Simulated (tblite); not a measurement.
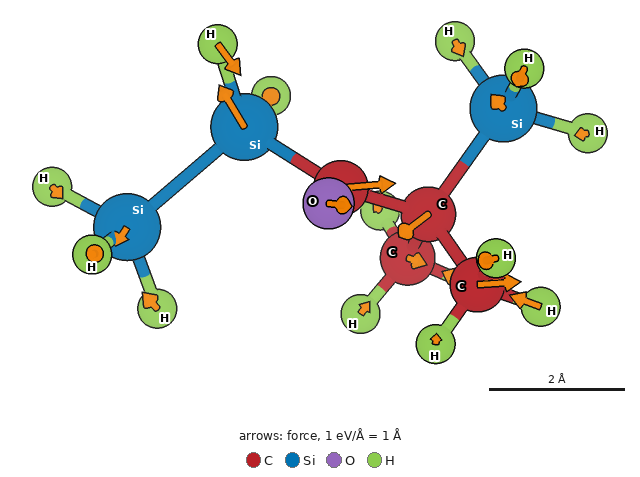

Starting geometry of C₄H₁₄OSi₃ with the computed forces as orange arrows. The picture is a ball-and-stick view, seen face on.

All numbers below come from tblite 0.8.0, GFN2-xTB geometry optimisation, gas phase. 

> Is this structure relaxed? If not, where do the atoms go?

It isn't relaxed: the largest force vector, on a C atom, is 0.96 eV/Å. The final displacements have little in common with the starting forces (cosine between the two patterns 0.18). The largest move after the best rigid fit is that of the O atom, 0.58 Å. Largest moves by element: O 0.58 Å, H 0.35 Å, C 0.24 Å, Si 0.21 Å. Some distances before and after: C–C 1.553 → 1.497 Å, H–Si 1.497 → 1.473 Å, H–Si 1.485 → 1.464 Å, C–H 1.109 → 1.089 Å. Bond angles that change, for instance: C–Si–H 111.5° → 103.8°, Si–C–C 109.1° → 103.5°, Si–Si–H 110.0° → 114.5°. The energy falls by 0.205 eV in 106 geometry steps.
